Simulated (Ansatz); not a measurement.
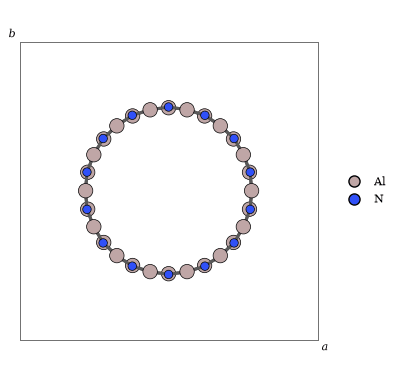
1 relaxed period of a body that repeats along c, seen along c; the cell edge a is 25.0 Å long

Calculation: PBE (plane waves to 420 eV, PAW; Ansatz, an electronic-structure program). Mesh 1×1×6. No spin polarisation. One-dimensional cell, images about 11 Å apart. A model structure. It keeps the symmetry and period of its start, so it need not be a minimum against all distortions.

Question: What is drawn, and how wide is it?

Answer: One answer among several that fit: (14,0) AlN nanotube. A hypothetical model, rolled from the flat sheet.
It measures about 14 Å across, from nucleus to nucleus.
